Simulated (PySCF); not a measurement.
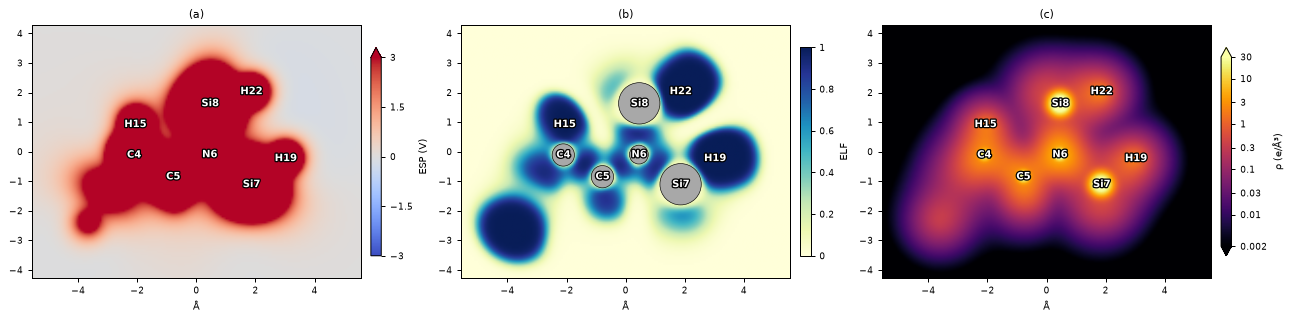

C4H15NSi3. (a) electrostatic potential; (b) electron localisation function; (c) electron density on the plane of atoms N6, Si8 and H22. Grey discs cover the atomic cores in the ELF map.

Geometry: GFN2-xTB.

Method: PySCF, PBE0/pcSseg-1, SCF density, gas phase, non-relativistic.

```xyz
23

C     1.4176   -1.2994    0.5249
C     1.1021   -0.5693   -0.7719
Si    2.2084    0.9601   -1.0926
C     0.5881    1.7042   -0.4152
C    -0.1352    0.3747   -0.6887
N    -1.1991   -0.0269    0.2036
Si   -2.2240   -1.2680   -0.4516
Si   -1.4096    0.7153    1.7566
H     2.3130   -1.9071    0.4047
H     1.5900   -0.5956    1.3358
H     0.5933   -1.9502    0.8136
H     0.9911   -1.3076   -1.5689
H     2.4853    1.2538   -2.4998
H     3.4162    1.0992   -0.2805
H     0.6535    1.9105    0.6499
H     0.1275    2.5666   -0.8915
H    -0.5561    0.4322   -1.7023
H    -2.8662   -0.7424   -1.6633
H    -3.2048   -1.6178    0.5666
H    -1.4313   -2.4477   -0.8206
H    -0.2013    0.6144    2.5877
H    -2.4970   -0.0037    2.4110
H    -1.7661    2.1315    1.6026
```

What does the map show?

Answer.
- The section cuts through C, N, Si and H sites.
- C–N (1.45 Å): ρ is about 1.9 e/Å³ halfway; the ELF peaks at about 0.90 between the atoms, as expected for a covalent bond.
- C–C (1.54 Å): the density is about 1.6 e/Å³ at the midpoint; the ELF peaks at about 0.95 between the atoms (localised, covalent bonding).
- Si–N (1.73 Å): ρ at the midpoint is about 1.1 e/Å³; the ELF peaks at about 0.90 between the atoms; a polar covalent bond.
- C–H (1.09 Å): ρ is about 1.9 e/Å³ halfway; the ELF climbs to about 1 towards the hydrogen, as it does in any bond to H (a covalent bond by its length).
- Si–H (1.46 Å): ρ is about 0.82 e/Å³ halfway; the ELF climbs to about 1 towards the hydrogen.
- The potential has no marked negative region in this plane.
